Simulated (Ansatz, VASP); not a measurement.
# Cross-check of SrO between VASP and Ansatz, part 2 of 2

Aim: how closely do two programs agree when they are given the same cell, functional and k mesh?  Valence electrons are named where the data sets of a main pair hold unlike numbers.

VASP 6.6.1 and Ansatz 0.2.0.

So far. Step 3 (VASP: band structure, PBE): At this level the cell is under a pressure of 3.9 GPa, so at these settings it is away from equilibrium. Step 4 (Comparison): Among the levels compared at these points, filled levels agree within 29 meV and empty ones within 60 meV. Ansatz's pressure holds a Pulay correction of 0.36 GPa; VASP's holds none.

The database entry behind the starting cell differs from later determinations by our own check (about 0.5 % short), so it need not match the best structure at ambient conditions.

## Step 5: VASP: band structure, BLYP

Level of this step: BLYP; plane waves and PAW (Sr_sv, O) (VASP).

Levels along a path test the potential and the projectors away from the mesh points.

Contents of INCAR:

```
SYSTEM = SrO
PREC = Accurate
ENCUT = 520
EDIFF = 1E-06
NELM = 100
ISMEAR = 0
SIGMA = 0.02
LREAL = .FALSE.
ALGO = Normal
GGA = B5
ALDAX = 1
AGGAX = 1
AGGAC = 1
ALDAC = 0
NBANDS = 20
LORBIT = 11
LWAVE = .FALSE.
LCHARG = .FALSE.
KPAR = 4
```

Contents of POSCAR:

```
SrO
1.0
    0.0000000000      2.5663000000      2.5663000000
    2.5663000000      0.0000000000      2.5663000000
    2.5663000000      2.5663000000      0.0000000000
Sr O
1 1
Direct
    0.5000000000      0.5000000000      0.5000000000
    0.0000000000      0.0000000000      0.0000000000
```

Contents of KPOINTS:

```
Automatic mesh
0
Gamma
5 5 5
0 0 0
```

Contents of KPOINTS_OPT:

```
Line mode
16
Line-mode
Reciprocal
  0.00000000   0.00000000   0.00000000 GAMMA
  0.50000000   0.00000000   0.50000000 X

  0.50000000   0.00000000   0.50000000 X
  0.50000000   0.25000000   0.75000000 W

  0.50000000   0.25000000   0.75000000 W
  0.37500000   0.37500000   0.75000000 K

  0.37500000   0.37500000   0.75000000 K
  0.00000000   0.00000000   0.00000000 GAMMA

  0.00000000   0.00000000   0.00000000 GAMMA
  0.50000000   0.50000000   0.50000000 L

  0.50000000   0.50000000   0.50000000 L
  0.62500000   0.25000000   0.62500000 U

  0.62500000   0.25000000   0.62500000 U
  0.50000000   0.25000000   0.75000000 W

  0.50000000   0.25000000   0.75000000 W
  0.50000000   0.50000000   0.50000000 L

  0.50000000   0.50000000   0.50000000 L
  0.37500000   0.37500000   0.75000000 K

  0.62500000   0.25000000   0.62500000 U
  0.50000000   0.00000000   0.50000000 X
```

Potentials, in the order of the species: Sr_sv and O (PBE family, release 64).

Run with:

```
mpirun -np 4 vasp_std
```

Numbers of over 12 decimals in the logs are rounded to 6 here.

Output:

```text
[banner, memory and clock lines left out]
running    4 mpi-ranks, on    1 nodes
[...]
|                                                                             |
|               ----> ADVICE to this user running VASP <----                  |
|                                                                             |
|     You enforced a specific xc type in the INCAR file but a different       |
|     [... a line on the potential file left out ...]
|     I HOPE YOU KNOW WHAT YOU ARE DOING!                                     |
|                                                                             |

 LDA part: xc-table for (Slater(with rela. corr.)+VWN5), standard interpolation
 POSCAR, INCAR and KPOINTS ok, starting setup
[...]
entering main loop
       N       E                     dE             d eps       ncg     rms          rms(c)
DAV:   1     0.643779053073E+02    0.64378E+02   -0.73389E+03   400   0.757E+02
DAV:   2    -0.105936686989E+02   -0.74972E+02   -0.70343E+02   504   0.186E+02
[...]
DAV:  11    -0.114489601606E+02   -0.10560E-03   -0.10641E-04   440   0.727E-02    0.301E-02
DAV:  12    -0.114489725705E+02   -0.12410E-04   -0.15822E-05   432   0.256E-02    0.756E-03
DAV:  13    -0.114489725815E+02   -0.11015E-07   -0.11748E-06   436   0.744E-03
   1 F= -.11448973E+02 E0= -.11448973E+02  d E =-.990085E-15
 Start KPOINTS_OPT (optional k-point list driver)
k-point batch [1-10\160]
       N       E                     dE             ncg
DAV:   1    -0.746276724775E+03   -0.23802E+04      400
DAV:   2    -0.145953529975E+04   -0.71326E+03      492
DAV:   3    -0.148736438091E+04   -0.27829E+02      532
DAV:   4    -0.148870111859E+04   -0.13367E+01      580
DAV:   5    -0.148870267237E+04   -0.15538E-02      500
DAV:   6    -0.148870268114E+04   -0.87658E-05      536
DAV:   7    -0.148870268121E+04   -0.72901E-07      428
[...]
k-point batch [151-160\160]
       N       E                     dE             ncg
DAV:   1    -0.758286180234E+03   -0.72421E+04      408
DAV:   2    -0.147985193442E+04   -0.72157E+03      544
DAV:   3    -0.150908970947E+04   -0.29238E+02      572
DAV:   4    -0.150968394119E+04   -0.59423E+00      468
DAV:   5    -0.150968623833E+04   -0.22971E-02      496
DAV:   6    -0.150968626788E+04   -0.29550E-04      460
DAV:   7    -0.150968626837E+04   -0.49132E-06      444
```

OUTCAR, selected parts (step 5):

```text
  Total        1.4485015      1.4485015      1.4485015      0.0000000     -0.0000000      0.0000000
  in kB       68.6558029     68.6558029     68.6558029      0.0000000     -0.0000000      0.0000000
  external PRESSURE =      68.6558029 kB  Pullay stress =       0.0000000 kB

 POSITION                                       TOTAL-FORCE (eV/Angst)
 -----------------------------------------------------------------------------------
      2.56630      2.56630      2.56630         0.000000      0.000000     -0.000000
      0.00000      0.00000      0.00000         0.000000      0.000000      0.000000
 -----------------------------------------------------------------------------------
    total drift:                                0.000000      0.000000      0.000000

  FREE ENERGIE OF THE ION-ELECTRON SYSTEM (eV)
  ---------------------------------------------------
  free  energy   TOTEN  =       -11.4489725815 eV

  energy  without entropy=      -11.4489725815  energy(sigma->0) =      -11.44897258

[... 2 parts as in an earlier step ...]

[... 1 further part left out ...]
[key lines of the parts left out:]
E-fermi :   2.1482
```

At this level the cell is under a pressure of 6.9 GPa, so at these settings it is away from equilibrium.

## Step 6: Ansatz: band structure, BLYP

The same cell, functional (in two slightly different forms), mesh and smearing now go to Ansatz, which takes its cutoff from its data sets.

Contents of input.yaml:

```yaml
crystal:
  lattice:
    - [0.0, 2.5663, 2.5663]
    - [2.5663, 0.0, 2.5663]
    - [2.5663, 2.5663, 0.0]
  atoms:
    - { symbol: Sr, position: [0.5, 0.5, 0.5] }
    - { symbol: O, position: [0.0, 0.0, 0.0] }
hamiltonian:
  xc: blyp
  pseudopotentials: { kind: paw }
kpoints:
  mp_grid: { grid: [5, 5, 5] }
  band_path:
    path:
      - [0.0, 0.0, 0.0]
      - [0.16667, 0.0, 0.16667]
      - [0.33333, 0.0, 0.33333]
      - [0.5, 0.0, 0.5]
      - [0.5, 0.08333, 0.58333]
      - [0.5, 0.18333, 0.68333]
      - [0.5, 0.25, 0.75]
      - [0.45, 0.3, 0.75]
      - [0.40833, 0.34167, 0.75]
      - [0.35, 0.35, 0.7]
      - [0.225, 0.225, 0.45]
      - [0.075, 0.075, 0.15]
      - [0.03333, 0.03333, 0.03333]
      - [0.23333, 0.23333, 0.23333]
      - [0.4, 0.4, 0.4]
      - [0.51667, 0.46667, 0.51667]
      - [0.55833, 0.38333, 0.55833]
      - [0.60833, 0.28333, 0.60833]
      - [0.60833, 0.25, 0.64167]
      - [0.55833, 0.25, 0.69167]
      - [0.51667, 0.25, 0.73333]
      - [0.5, 0.3, 0.7]
      - [0.5, 0.38333, 0.61667]
      - [0.5, 0.48333, 0.51667]
      - [0.475, 0.475, 0.55]
      - [0.425, 0.425, 0.65]
      - [0.38333, 0.38333, 0.73333]
      - [0.59167, 0.18333, 0.59167]
      - [0.55, 0.1, 0.55]
      - [0.5, 0.0, 0.5]
    npoints: 1
scf:
  occupations: { method: gaussian, width: 0.02 }
  n_extra_bands: 7
output:
  forces: true
  stress: true
  eigenvalues: true
```

Run with:

```
ansatz run input.yaml --threads 2 --pin off --max-ram 4608MiB --backend cpu --events-out ev --progress --plain --runs-dir out
```

Output:

```text
[...]
Crystal: 2 atoms, lattice volume = 33.803 Å³
Basis set: ecut = 420 eV, 645 PW (Γ), exchange–correlation on 50×50×50 points (8 copies of the dense FFT grid, shifted against one another)
Bands: 15, of which v1, the nominal top of the filled ones, is band 8 counted from 1 (7 counted from 0)
Symmetry: 48 space group operations
[...]
k-points: 10 of 125
[...]
k-point 0: bands = [... 4 lower, -5.6516, 8.3422, 8.3422, 8.3422, 12.6098, 14.6341, 14.6341, 14.6341, ... 3 higher]
  k-point 1: bands = [... 4 lower, -5.0158, 7.4357, 7.9099, 7.9099, 14.1346, 14.4750, 15.3768, 15.3768, ... 3 higher]
  k-point 2: bands = [... 4 lower, -4.4841, 6.3948, 7.3224, 7.3224, 14.8838, 16.6229, 16.9205, 16.9205, ... 3 higher]
  k-point 9: bands = [... 4 lower, -5.0159, 7.1996, 7.6792, 7.9850, 13.7951, 15.5424, 17.1729, 18.7269, ... 3 higher]
[key lines of the parts left out:]
SCF converged after 6 iterations
Free energy (F): -4129.230931 eV
Fermi energy:    10.157733 eV
P = ⅓ Tr σ = 6.2414 GPa (62.414 kbar)
```

Elapsed: 1.1 s, on 2 threads of Arm Neoverse N1, shared host; peak memory 0.25 GiB.

## Step 7: Comparison

What differs besides the data sets and the points named for the pairs above, as far as they apply: Ansatz makes its cores anew for this functional, VASP keeps those of its PBE data sets; VASP's log shows a relativistic correction to its local exchange, Ansatz's none. Total energies have different zeros and are not compared.

Both answers:

```
                                        quantity  Ansatz   VASP  difference
                                  pressure (GPa)    6.24   6.87       -0.62
pressure without Ansatz's Pulay correction (GPa)    5.79   6.87       -1.07
                   gap over the path points (eV)   3.449  3.391      +0.058
```

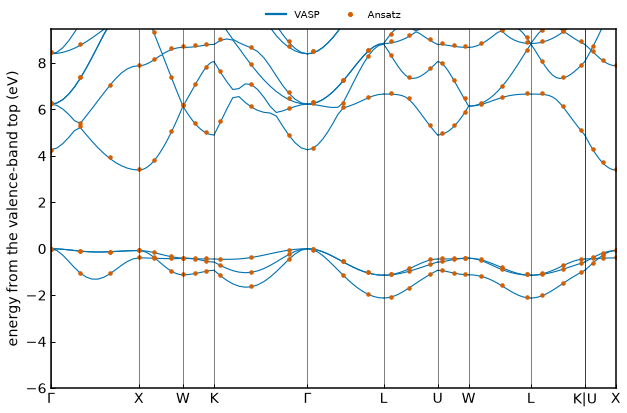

Bands from VASP (lines) and levels from Ansatz (dots). Dots without a line are higher empty bands that the VASP plot leaves out.

Levels at points of the path, from each program's valence-band top (eV; 3 filled, then empty):

```
k (reciprocal lattice)                             Ansatz                               VASP
     0.000 0.000 0.000      0.00 0.00 0.00 4.27 6.29 6.29      0.00 0.00 0.00 4.26 6.23 6.23
     0.167 0.000 0.167   -1.03 -0.10 -0.10 5.27 5.41 7.40   -1.05 -0.10 -0.10 5.22 5.40 7.34
     0.333 0.000 0.333   -1.06 -0.12 -0.12 3.95 7.04 9.70   -1.09 -0.13 -0.13 3.89 7.03 9.63
     0.500 0.000 0.500  -0.37 -0.07 -0.07 3.45 7.93 10.25  -0.40 -0.08 -0.08 3.39 7.88 10.16
     0.500 0.083 0.583   -0.38 -0.35 -0.15 3.82 8.18 9.34   -0.41 -0.36 -0.17 3.77 8.13 9.32
     0.500 0.183 0.683   -0.94 -0.41 -0.32 5.06 7.42 8.63   -0.96 -0.43 -0.34 5.02 7.39 8.57
     0.500 0.250 0.750   -1.10 -0.39 -0.39 6.17 6.17 8.73   -1.12 -0.41 -0.41 6.14 6.14 8.67
     0.450 0.300 0.750   -1.05 -0.42 -0.41 5.41 7.11 8.76   -1.07 -0.44 -0.43 5.37 7.08 8.71
     0.408 0.342 0.750   -0.95 -0.51 -0.42 5.04 7.82 8.83   -0.97 -0.53 -0.44 5.00 7.80 8.77
     0.350 0.350 0.700   -1.14 -0.69 -0.43 5.48 7.64 9.03   -1.16 -0.72 -0.45 5.44 7.61 8.97
```

Among the levels compared at these points, filled levels agree within 31 meV and empty ones within 82 meV. Ansatz's pressure holds a Pulay correction of 0.45 GPa; VASP's holds none.

## Step 8: VASP: band structure, PBE, spin-orbit coupling

Levels along a path test the potential and the projectors away from the mesh points.

Contents of INCAR:

```
SYSTEM = SrO
PREC = Accurate
ENCUT = 520
EDIFF = 1E-06
NELM = 100
ISMEAR = 0
SIGMA = 0.02
LREAL = .FALSE.
ALGO = Normal
GGA = PE
LNONCOLLINEAR = .TRUE.
MAGMOM = 0 0 0 0 0 0
NBANDS = 28
GGA_COMPAT = .FALSE.
LASPH = .TRUE.
LSORBIT = .TRUE.
LORBIT = 11
LWAVE = .FALSE.
LCHARG = .FALSE.
KPAR = 4
```

POSCAR is that of step 5.

Contents of KPOINTS:

```
Automatic mesh
0
Gamma
6 6 6
0 0 0
```

KPOINTS_OPT is that of step 5.

Run with:

```
mpirun -np 4 vasp_ncl
```

Output:

```text
[... set-up lines as in an earlier step ...]
 entering main loop
       N       E                     dE             d eps       ncg     rms          rms(c)
DAV:   1     0.844810598061E+02    0.84481E+02   -0.78363E+03   896   0.109E+03
DAV:   2    -0.858125926850E+01   -0.93062E+02   -0.87897E+02  1144   0.263E+02
DAV:   3    -0.141551601793E+02   -0.55739E+01   -0.55283E+01  1336   0.536E+01
DAV:   4    -0.143285404120E+02   -0.17338E+00   -0.17323E+00  1168   0.704E+00
[...]
DAV:  12    -0.121241107175E+02   -0.77481E-05   -0.20834E-05  1192   0.402E-02    0.155E-02
DAV:  13    -0.121241179899E+02   -0.72725E-05   -0.19382E-05   976   0.380E-02    0.103E-02
DAV:  14    -0.121241177202E+02    0.26976E-06   -0.15818E-06  1008   0.125E-02
   1 F= -.12124118E+02 E0= -.12124118E+02  d E =-.174441E-43  mag=    -0.0000    -0.0000    -0.0000
 Start KPOINTS_OPT (optional k-point list driver)
k-point batch [1-16\160]
       N       E                     dE             ncg
DAV:   1    -0.100298893414E+04   -0.52358E+04      896
DAV:   2    -0.239268486882E+04   -0.13897E+04     1152
DAV:   3    -0.248066029518E+04   -0.87975E+02     1396
DAV:   4    -0.248245879012E+04   -0.17985E+01     1100
DAV:   5    -0.248247324125E+04   -0.14451E-01     1084
DAV:   6    -0.248247371398E+04   -0.47274E-03     1176
DAV:   7    -0.248247371801E+04   -0.40247E-05      928
DAV:   8    -0.248247371806E+04   -0.52637E-07      580
[...]
k-point batch [145-160\160]
       N       E                     dE             ncg
DAV:   1    -0.106488600665E+04   -0.10989E+05      896
DAV:   2    -0.242829946801E+04   -0.13634E+04     1148
DAV:   3    -0.251154989499E+04   -0.83250E+02     1332
DAV:   4    -0.251350541983E+04   -0.19555E+01     1264
DAV:   5    -0.251352084273E+04   -0.15423E-01     1228
DAV:   6    -0.251352104040E+04   -0.19766E-03     1248
DAV:   7    -0.251352104415E+04   -0.37533E-05     1132
DAV:   8    -0.251352104419E+04   -0.40681E-07      836
```

OUTCAR, selected parts (step 8):

```text
  Total        0.8238694      0.8238694      0.8238694      0.0000000     -0.0000000      0.0000000
  in kB       39.0496091     39.0496091     39.0496091      0.0000000     -0.0000000      0.0000000
  external PRESSURE =      39.0496091 kB  Pullay stress =       0.0000000 kB

 POSITION                                       TOTAL-FORCE (eV/Angst)
 -----------------------------------------------------------------------------------
      2.56630      2.56630      2.56630         0.000000      0.000000      0.000000
      0.00000      0.00000      0.00000         0.000000      0.000000      0.000000
 -----------------------------------------------------------------------------------
    total drift:                                0.000000      0.000000      0.000000

  FREE ENERGIE OF THE ION-ELECTRON SYSTEM (eV)
  ---------------------------------------------------
  free  energy   TOTEN  =       -12.1241177202 eV

  energy  without entropy=      -12.1241177202  energy(sigma->0) =      -12.12411772

 magnetization (x)
# of ion       s       p       d       tot
------------------------------------------
    1        0.000  -0.000  -0.000   0.000
    2        0.000   0.000   0.000   0.000
--------------------------------------------------
tot          0.000  -0.000  -0.000   0.000

 magnetization (y)
# of ion       s       p       d       tot
------------------------------------------
    1        0.000  -0.000  -0.000   0.000
    2       -0.000   0.000   0.000  -0.000
--------------------------------------------------
tot         -0.000  -0.000  -0.000  -0.000

 magnetization (z)
# of ion       s       p       d       tot
------------------------------------------
    1        0.000   0.000   0.000   0.000
    2        0.000   0.000   0.000   0.000
--------------------------------------------------
tot          0.000   0.000   0.000   0.000

[... 1 part as in an earlier step ...]

[... 2 further parts left out ...]
[key lines of the parts left out:]
E-fermi :   1.9019
```

The run ends at a pressure of 3.90 GPa.

## Step 9: Ansatz: band structure, PBE, spin-orbit coupling

The same cell, functional, mesh and smearing now go to Ansatz, which takes its cutoff from its data sets.

Changes to input.yaml since step 6:

```diff
@@ -9,6 +9,9 @@
 hamiltonian:
-  xc: blyp
-  pseudopotentials: { kind: paw }
+  xc: pbe
+  pseudopotentials: { kind: paw_fr }
+magnetization:
+  noncollinear: true
+  spin_orbit: true
 kpoints:
-  mp_grid: { grid: [5, 5, 5] }
+  mp_grid: { grid: [6, 6, 6] }
   band_path:
@@ -48,3 +51,3 @@
   occupations: { method: gaussian, width: 0.02 }
-  n_extra_bands: 7
+  n_extra_bands: 14
 output:
```

Run with:

```
ansatz run input.yaml --threads 2 --pin off --max-ram 4608MiB --backend cpu --events-out ev --progress --plain --runs-dir out
```

Output:

```text
[...]
non-collinear run that drives no moment, with spin-orbit: no starting moment large enough to seed its density (crystal.atoms[].spin), no starting occupations that ask for one, no magnetisation constraint and no magnetic field, so the semilocal B_xc is pinned to zero
Crystal: 2 atoms, lattice volume = 33.803 Å³
[...]
k-point 1: bands = [... 12 lower, 7.6594, 7.6594, 7.6911, 7.6911, 13.1977, 13.1977, 14.0552, 14.0552, ... 10 higher]
  k-point 2: bands = [... 12 lower, 7.1113, 7.1113, 7.1307, 7.1307, 14.2354, 14.2354, 15.3291, 15.3291, ... 10 higher]
  k-point 15: bands = [... 12 lower, 7.5589, 7.5589, 7.6967, 7.6967, 12.6851, 12.6851, 15.6218, 15.6218, ... 10 higher]
[key lines of the parts left out:]
SCF converged after 8 iterations
Magnetization: |M| = 0.0000 μB,  M = (+0.0000, +0.0000, +0.0000) μB
Free energy (F): -4115.229136 eV
Fermi energy:    9.663490 eV
P = ⅓ Tr σ = 3.3222 GPa (33.222 kbar)
```

Elapsed: 5.8 s, on 2 threads; peak memory 0.33 GiB.

## Step 10: Comparison

What differs besides the data sets and the points named for the pairs above, as far as they apply: spin-orbit coupling enters by fully relativistic files in Ansatz and inside the spheres in VASP. Total energies have different zeros and are not compared.

Both answers:

```
                                        quantity  Ansatz   VASP  difference
                                  pressure (GPa)    3.32   3.90       -0.58
pressure without Ansatz's Pulay correction (GPa)    2.96   3.90       -0.95
                   gap over the path points (eV)   3.290  3.241      +0.049
```

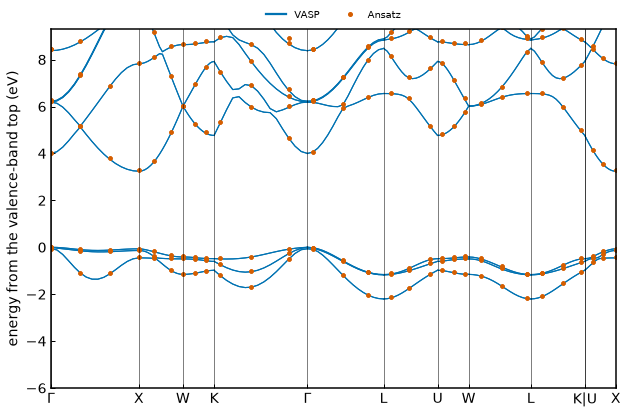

Bands from VASP (lines) and levels from Ansatz (dots). Dots without a line are higher empty bands that the VASP plot leaves out.

Levels at points of the path, from each program's valence-band top (eV; 6 filled, then empty):

```
k (reciprocal lattice)                                                               Ansatz                                                                 VASP
     0.000 0.000 0.000        -0.06 -0.06 0.00 0.00 0.00 0.00 4.03 4.03 6.24 6.24 6.24 6.24        -0.06 -0.06 0.00 0.00 0.00 0.00 4.00 4.00 6.19 6.19 6.19 6.19
     0.167 0.000 0.167    -1.08 -1.08 -0.14 -0.14 -0.09 -0.09 5.17 5.17 5.19 5.19 7.36 7.36    -1.09 -1.09 -0.15 -0.15 -0.10 -0.10 5.13 5.13 5.16 5.16 7.31 7.31
     0.333 0.000 0.333    -1.11 -1.11 -0.18 -0.18 -0.11 -0.11 3.80 3.80 6.88 6.88 9.69 9.69    -1.14 -1.14 -0.19 -0.19 -0.12 -0.12 3.76 3.76 6.85 6.85 9.63 9.63
     0.500 0.000 0.500  -0.42 -0.42 -0.13 -0.13 -0.05 -0.05 3.29 3.29 7.87 7.87 10.25 10.25  -0.45 -0.45 -0.14 -0.14 -0.07 -0.07 3.24 3.24 7.83 7.83 10.19 10.19
     0.500 0.083 0.583    -0.45 -0.45 -0.36 -0.36 -0.17 -0.17 3.67 3.67 8.12 8.12 9.18 9.18    -0.47 -0.47 -0.38 -0.38 -0.19 -0.19 3.63 3.63 8.08 8.08 9.18 9.18
     0.500 0.183 0.683    -0.98 -0.98 -0.46 -0.46 -0.34 -0.34 4.92 4.92 7.28 7.28 8.58 8.58    -0.99 -0.99 -0.49 -0.49 -0.37 -0.37 4.89 4.89 7.27 7.27 8.54 8.54
     0.500 0.250 0.750    -1.14 -1.14 -0.47 -0.47 -0.39 -0.39 6.04 6.04 6.04 6.04 8.69 8.69    -1.16 -1.16 -0.49 -0.49 -0.41 -0.41 6.01 6.01 6.02 6.02 8.64 8.64
     0.450 0.300 0.750    -1.08 -1.08 -0.49 -0.49 -0.42 -0.42 5.28 5.28 6.97 6.97 8.72 8.72    -1.10 -1.10 -0.52 -0.52 -0.44 -0.44 5.25 5.25 6.96 6.96 8.67 8.67
     0.408 0.342 0.750    -1.00 -1.00 -0.55 -0.55 -0.45 -0.45 4.90 4.90 7.68 7.68 8.78 8.78    -1.02 -1.02 -0.57 -0.57 -0.48 -0.48 4.87 4.87 7.67 7.67 8.73 8.73
     0.350 0.350 0.700    -1.19 -1.19 -0.72 -0.72 -0.47 -0.47 5.34 5.34 7.49 7.49 8.98 8.98    -1.21 -1.21 -0.74 -0.74 -0.50 -0.50 5.31 5.31 7.48 7.48 8.93 8.93
```

Among the levels compared at these points, filled levels agree within 29 meV and empty ones within 61 meV. Ansatz's pressure holds a Pulay correction of 0.37 GPa; VASP's holds none.

## Step 11: Results

- largest difference of a filled level at the path points (band structure, PBE): 29 meV
- difference in pressure (band structure, PBE): -0.60 GPa
- difference in gap over the path points (band structure, PBE): 0.049 eV
- largest difference of a filled level at the path points (band structure, BLYP): 31 meV
- difference in pressure (band structure, BLYP): -0.62 GPa
- difference in gap over the path points (band structure, BLYP): 0.058 eV
- largest difference of a filled level at the path points (band structure, PBE, spin-orbit coupling): 29 meV
- difference in pressure (band structure, PBE, spin-orbit coupling): -0.58 GPa
- difference in gap over the path points (band structure, PBE, spin-orbit coupling): 0.049 eV

**Reading.** The difference in gap over the path points is 0.058 eV (band structure, BLYP), within the 0.08 eV picked in this series as the mark of a large difference. 1 further run of this series is not shown here. How closely two codes agree says nothing of how well the functional describes the real material.

[Lines on the potential files, build, host, timing and source positions are cut from VASP's logs without a mark.]

[Logs are printed without paths, hosts, clocks, repeated set-up lines and the standing remarks that a program may print on its own settings, such as how far it seeks lower states.]

[Hosts, paths, dates, database ids (printed as entryN), source tags and the programs' standing remarks are cut or masked in the printed files.]
